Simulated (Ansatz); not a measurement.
**BCCD(T)/cc-pVDZ run of C2F4O (trifluoroacetyl fluoride)**

Aim: the vertical ionisation energy of C2F4O (trifluoroacetyl fluoride) at BCCD(T)/cc-pVDZ, from 2 runs. 

Program for the calculation: Ansatz 0.2.0.

51 further runs of the same task are left out: 51 set aside as unsound or not needed.

### Step 1. The molecule

C2F4O: 7 atoms, total charge 0, spin state singlet. SMILES: `O=C(F)C(F)(F)F`. The shape is that of a PBE0-D4/def2-TZVP optimisation.

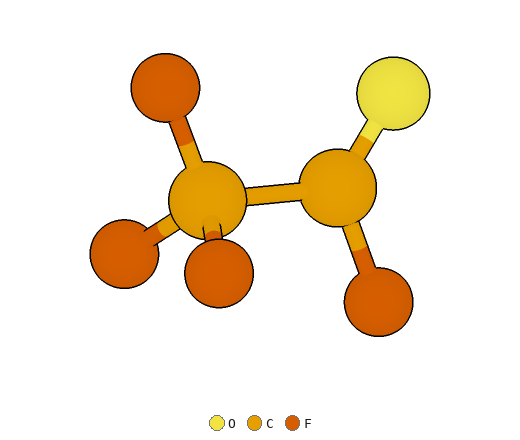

The structure, seen from a chosen angle (oxygen yellow, carbon amber, fluorine orange).

### Step 2. The energy at BCCD(T)/cc-pVDZ

molecule.yaml

```yaml
crystal:
  periodic: [false, false, false]
  atoms:
    - {symbol: O, position_ang: [1.061180, -1.396170, 0.701140]}
    - {symbol: C, position_ang: [0.088980, -0.798110, 0.435150]}
    - {symbol: F, position_ang: [-1.136840, -1.201010, 0.739860]}
    - {symbol: C, position_ang: [0.018150, 0.551850, -0.306440]}
    - {symbol: F, position_ang: [-0.697880, 0.418270, -1.418740]}
    - {symbol: F, position_ang: [-0.564330, 1.461580, 0.468830]}
    - {symbol: F, position_ang: [1.230750, 0.963590, -0.619810]}
basis:
  gaussian: {orbitals: cc-pVDZ}
correlation: {method: bccd_t, frozen_orbitals: {C: 1, F: 1, O: 1}}
accuracy: high
scf: {omitted_lower_state_checks: [cluster_reference, increment]}
```

On the command line:

```bash
$ ansatz run molecule.yaml --threads 1 --pin off --max-ram 3480MiB --events-out events.jsonl --progress --plain --runs-dir runs
```

The log of the run:

```text
Warning: RAYON_NUM_THREADS=1 ignored (pool sized by the plan → 1); use --threads N
Functional definition: HF
  name "HF"
  exchange = exact_x
  correlation = 0
these checks for a lower state are left out or cut short: cluster_reference, increment
2166 factors; integrals over basis functions are off by at most 2.9e-9 eV
mean field evaluation 1: about -14915.0405 eV, gradient 5.8e1 eV
mean field evaluation 2: about -14915.8013 eV, gradient 6.0e1 eV
mean field evaluation 4: about -14922.2070 eV, gradient 4.7e0 eV
mean field evaluation 8: about -14922.3312 eV, gradient 7.7e-1 eV
mean field evaluation 16: about -14922.3341 eV, gradient 9.6e-9 eV
mean field -14922.33410139 eV, -548.3856635047 hartree, gradient 1.6e-8 eV, S^2 0.000000; 0 other end points of the search recorded, 0 dependent functions left out
7 core orbitals not correlated: weight in the atoms' cores, before any rotation towards them, 1.000 or more for the frozen orbitals, at most 0.000 for the correlated occupied ones
reference -14922.33410139 eV, -548.3856635047 hartree; 21, 21 occupied and 70, 70 virtual orbitals, 2166 factors
second order -31.87871227 eV of doubles, -0.00000000 eV of singles
cycle   1  -31.28227799 eV  change    6.0e-1 eV  update   1.3e-1
cycle   2  -31.96387848 eV  change   -6.8e-1 eV  update   4.7e-2
cycle   3  -32.14279508 eV  change   -1.8e-1 eV  update   2.0e-2
cycle   4  -32.12583084 eV  change    1.7e-2 eV  update   5.8e-3
cycle   5  -32.11490645 eV  change    1.1e-2 eV  update   1.9e-3
cycle   6  -32.11429023 eV  change    6.2e-4 eV  update   8.6e-4
cycle   7  -32.11424568 eV  change    4.5e-5 eV  update   2.6e-4
cycle   8  -32.11386296 eV  change    3.8e-4 eV  update   1.1e-4
cycle   9  -32.11375735 eV  change    1.1e-4 eV  update   4.2e-5
cycle  10  -32.11381188 eV  change   -5.5e-5 eV  update   1.5e-5
cycle  11  -32.11379249 eV  change    1.9e-5 eV  update   5.0e-6
cycle  12  -32.11379580 eV  change   -3.3e-6 eV  update   1.9e-6
cycle  13  -32.11379774 eV  change   -1.9e-6 eV  update   5.7e-7
cycle  14  -32.11379697 eV  change    7.7e-7 eV  update   1.9e-7
cycle  15  -32.11379727 eV  change   -3.0e-7 eV  update   8.2e-8
cycle  16  -32.11379729 eV  change   -2.4e-8 eV  update   3.9e-8
cycle  17  -32.11379845 eV  change   -1.2e-6 eV  update   2.1e-7
cycle  18  -32.11379831 eV  change    1.4e-7 eV  update   7.0e-8
cycle  19  -32.11379842 eV  change   -1.1e-7 eV  update   2.4e-8
cycle  20  -32.11379844 eV  change   -1.4e-8 eV  update   8.5e-9
cycle  21  -32.11379844 eV  change   5.4e-10 eV  update   2.4e-9
perturbative correction -0.89669227 eV, -0.0329528333 hartree
Total energy: -14955.34459210 eV, -549.5987766631 hartree
Checks for a lower state left out: cluster_reference, increment
```

Wall time 77 s (1 thread of Arm Neoverse V2, shared host); peak memory 1.1 GiB.

### Step 3. The doublet cation

in.yaml

```yaml
crystal:
  periodic: [false, false, false]
  atoms:
    - symbol: O
      position_ang: [1.061180, -1.396170, 0.701140]
    - symbol: C
      position_ang: [0.088980, -0.798110, 0.435150]
    - symbol: F
      position_ang: [-1.136840, -1.201010, 0.739860]
    - symbol: C
      position_ang: [0.018150, 0.551850, -0.306440]
    - symbol: F
      position_ang: [-0.697880, 0.418270, -1.418740]
    - symbol: F
      position_ang: [-0.564330, 1.461580, 0.468830]
    - symbol: F
      position_ang: [1.230750, 0.963590, -0.619810]
basis:
  gaussian: {orbitals: cc-pVDZ}
total_charge: 1
magnetization: {spin_polarized: true, initial_magnetization: 1}
correlation: {method: bccd_t, frozen_orbitals: {C: 1, F: 1, O: 1}}
accuracy: high
scf: {omitted_lower_state_checks: [cluster_reference, increment]}
```

On the command line:

```bash
$ ansatz run in.yaml --threads 1 --pin off --max-ram 3480MiB --events-out events.jsonl --progress --plain --runs-dir runs
```

The log of the run:

```text
Warning: RAYON_NUM_THREADS=1 ignored (pool sized by the plan → 1); use --threads N
[... 4 set-up lines as earlier in the session ...]
these checks for a lower state are left out or cut short: cluster_reference, increment
2167 factors; integrals over basis functions are off by at most 2.9e-9 eV
mean field evaluation 1: about -14901.5446 eV, gradient 4.5e1 eV
mean field evaluation 2: about -14901.7768 eV, gradient 4.5e1 eV
mean field evaluation 4: about -14909.6706 eV, gradient 4.8e0 eV
mean field evaluation 8: about -14910.4841 eV, gradient 6.7e-1 eV
mean field evaluation 16: about -14910.5254 eV, gradient 3.8e-5 eV
mean field -14910.52544270 eV, -547.9517033021 hartree, gradient 3.4e-8 eV, S^2 0.772305; 1 other end points of the search recorded, 0 dependent functions left out
7 core orbitals not correlated: weight in the atoms' cores, before any rotation towards them, 1.000 or more for the frozen orbitals, at most 0.000 for the correlated occupied ones
reference -14910.52544270 eV, -547.9517033021 hartree; 21, 20 occupied and 70, 71 virtual orbitals, 2167 factors
second order -30.67078780 eV of doubles, -0.00000000 eV of singles
cycle   1  -30.36269344 eV  change    3.1e-1 eV  update   1.5e-1
cycle   2  -31.13720377 eV  change   -7.7e-1 eV  update   5.7e-2
cycle   3  -31.36765879 eV  change   -2.3e-1 eV  update   4.0e-2
cycle   4  -31.36790550 eV  change   -2.5e-4 eV  update   2.3e-2
cycle   5  -31.33616479 eV  change    3.2e-2 eV  update   1.6e-2
cycle   6  -31.33788088 eV  change   -1.7e-3 eV  update   9.3e-3
cycle   7  -31.33996681 eV  change   -2.1e-3 eV  update   5.9e-3
cycle   8  -31.33463117 eV  change    5.3e-3 eV  update   3.1e-3
cycle   9  -31.33663927 eV  change   -2.0e-3 eV  update   2.0e-3
cycle  10  -31.33753881 eV  change   -9.0e-4 eV  update   1.3e-3
cycle  11  -31.33473272 eV  change    2.8e-3 eV  update   7.3e-4
cycle  12  -31.33490305 eV  change   -1.7e-4 eV  update   4.1e-4
cycle  13  -31.33592643 eV  change   -1.0e-3 eV  update   1.8e-4
cycle  14  -31.33579813 eV  change    1.3e-4 eV  update   1.0e-4
cycle  15  -31.33580614 eV  change   -8.0e-6 eV  update   5.3e-5
cycle  16  -31.33593847 eV  change   -1.3e-4 eV  update   2.5e-5
cycle  17  -31.33593055 eV  change    7.9e-6 eV  update   1.3e-5
cycle  18  -31.33592397 eV  change    6.6e-6 eV  update   7.4e-6
cycle  19  -31.33592294 eV  change    1.0e-6 eV  update   3.5e-6
cycle  20  -31.33591862 eV  change    4.3e-6 eV  update   1.9e-6
cycle  21  -31.33591829 eV  change    3.3e-7 eV  update   1.0e-6
cycle  22  -31.33591907 eV  change   -7.8e-7 eV  update   5.0e-7
cycle  23  -31.33591904 eV  change    2.8e-8 eV  update   3.3e-7
cycle  24  -31.33591907 eV  change   -3.3e-8 eV  update   2.2e-7
cycle  25  -31.33591895 eV  change    1.2e-7 eV  update   1.2e-7
cycle  26  -31.33591890 eV  change    4.8e-8 eV  update   7.3e-8
cycle  27  -31.33591868 eV  change    2.2e-7 eV  update   1.2e-7
cycle  28  -31.33591867 eV  change    8.8e-9 eV  update   4.1e-8
cycle  29  -31.33591869 eV  change   -2.0e-8 eV  update   2.1e-8
cycle  30  -31.33591871 eV  change   -1.6e-8 eV  update   1.3e-8
cycle  31  -31.33591872 eV  change   -9.7e-9 eV  update   7.5e-9
cycle  32  -31.33591872 eV  change   -2.2e-9 eV  update   4.9e-9
cycle  33  -31.33591872 eV  change  -5.3e-10 eV  update   3.2e-9
cycle  34  -31.33591872 eV  change    1.1e-9 eV  update   2.1e-9
perturbative correction -1.00280715 eV, -0.0368524830 hartree
Total energy: -14942.86416857 eV, -549.1401295579 hartree
Checks for a lower state left out: cluster_reference, increment
```

It took 6.1 min on 1 thread of Arm Neoverse V2, shared host; peak memory 2.5 GiB.

### Step 4. Outcome

At BCCD(T)/cc-pVDZ, 7 core orbitals frozen:

| quantity | value |
| --- | --- |
| singlet C2F4O: total energy | -549.59878 Eh |
| singlet C2F4O: correlation energy (7 core orbitals frozen) | -1213.1 mEh |
| singlet C2F4O: (T) correction | -32.95 mEh |
| doublet cation: total energy | -549.14013 Eh |
| doublet cation: correlation energy (7 core orbitals frozen) | -1188.4 mEh |
| doublet cation: (T) correction | -36.85 mEh |
| doublet cation: ⟨S²⟩ of the reference determinant | 0.772 |
| vertical ionisation energy (to the doublet cation) | 12.480 eV |

**Reading.** The vertical ionisation energy comes to 12.48 eV (1204 kJ/mol). The triples (singlet C2F4O) make up 2.7 % of the correlation energy. The triples (doublet cation) make up 3.1 % of the correlation energy.
